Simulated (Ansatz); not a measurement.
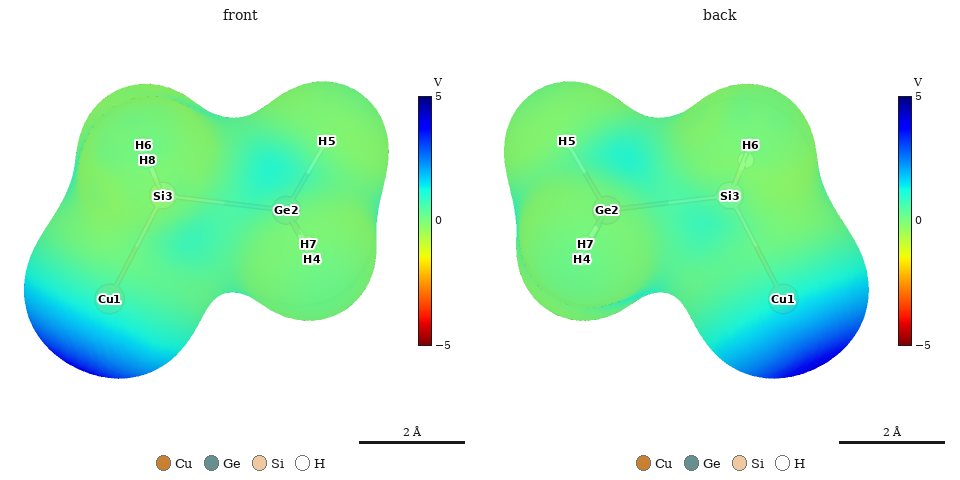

*CuGeH5Si (SMILES [Cu][SiH2][GeH3]). The electrostatic potential painted on the density surface at 0.004 e/bohr³, seen from the front and from behind; the colour scale runs from red (negative) to blue (positive).*

Geometry: PBE0-D3(BJ)/pcseg-1.

These are results of isolated molecule in a Gaussian basis; Kohn-Sham density functional theory, functional PBE0 (Ansatz), not measurements.

```xyz
8

Cu    0.8894   -0.4874    2.8082
Ge    0.4104    0.7148   -0.7579
Si   -0.4294   -0.6560    1.0030
H     0.4717    2.1899   -0.3151
H    -0.4483    0.6477   -2.0373
H    -0.5125   -2.0563    0.4707
H     1.8439    0.2933   -1.1371
H    -1.8398   -0.2191    1.2690
```

> Where is the surface potential most negative and most positive?

The most negative region (about −0.2 V) lies over H6 and H8, the most positive (about +4.0 V) over Cu1.

> How polar is the molecule by this calculation?

Its dipole moment is 3.21 D.
